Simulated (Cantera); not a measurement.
Charge: 1 mol Pb, 0.089 mol O₂, 29 mol CO, held at 0.0280 bar.

Equilibrium computed with Cantera from the NASA thermochemical tables; the gas is ideal and each condensed phase is pure. Candidate condensed phases: C, Pb, PbO, PbO₂, Pb₃O₄; 15 gas species. Kinetics and transport are ignored.

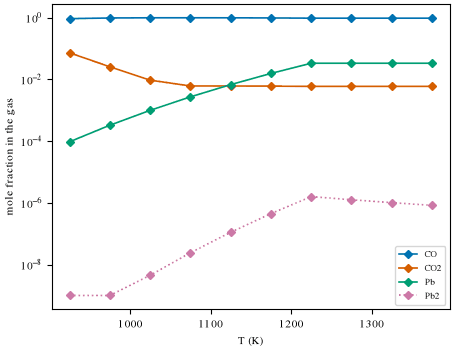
*Equilibrium gas composition (values under 1e-9 drawn at 1e-9)*

From 925 K to 1025 K the condensed part is C(graphite) + Pb(l). From 1075 K to 1175 K the condensed part is Pb(l). From 1225 K to 1375 K nothing is condensed. The main Pb-bearing gas is Pb throughout.
